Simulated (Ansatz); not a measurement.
# CH2ClSi: the cost of one run

The runs use Ansatz 0.2.0, Gaussian basis; single points in def2-TZVPPD.

Correlated methods freeze the cores.

## (1) The system as given

SMILES `C=[Si-]Cl`, 5 atoms, charge -1, spin multiplicity 1.

Atoms are counted from 1 here; the program's logs count them from 0.

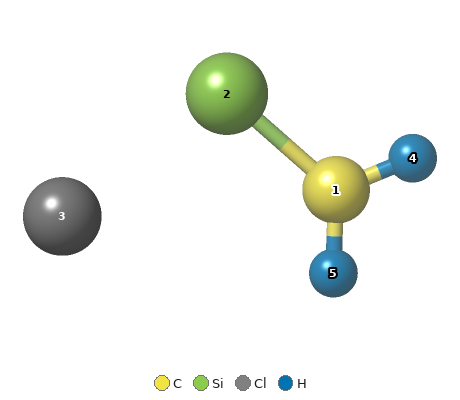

As it starts; carbon yellow, silicon green, chlorine grey, hydrogen blue; atoms are numbered from 1 in the order of the file.

As a file:

```
C    -0.41512    0.56601   -0.32573
Si   -0.26389   -0.36335    1.20903
Cl    1.66461   -1.94819    0.69729
H    -1.12966    1.30235   -0.34631
H     0.10074    0.45834   -1.20997
```

## (2) PBE-D4/def2-TZVPPD

run/in.yaml reads:

```yaml
crystal:
  periodic: [false, false, false]
  atoms:
    - {symbol: C, position_ang: [-0.415117, 0.566006, -0.325729]}
    - {symbol: Si, position_ang: [-0.263895, -0.363350, 1.209029]}
    - {symbol: Cl, position_ang: [1.664613, -1.948189, 0.697291]}
    - {symbol: H, position_ang: [-1.129661, 1.302354, -0.346307]}
    - {symbol: H, position_ang: [0.100742, 0.458342, -1.209971]}
basis:
  gaussian: {orbitals: "def2-TZVPPD.json"}
total_charge: -1
hamiltonian: {xc: pbe, dispersion: d4}
output: {forces: true}
```

The basis file named in the input lies beside it (Basis Set Exchange, JSON).

The run is started by

```bash
> ansatz run in.yaml --threads 2 --pin off --events-out ev --progress --plain --max-ram 3481MiB
```

What time and memory should one allow on 2 threads of Arm Neoverse V2, shared host?

About 1.8 s, with a peak of 0.18 GiB.
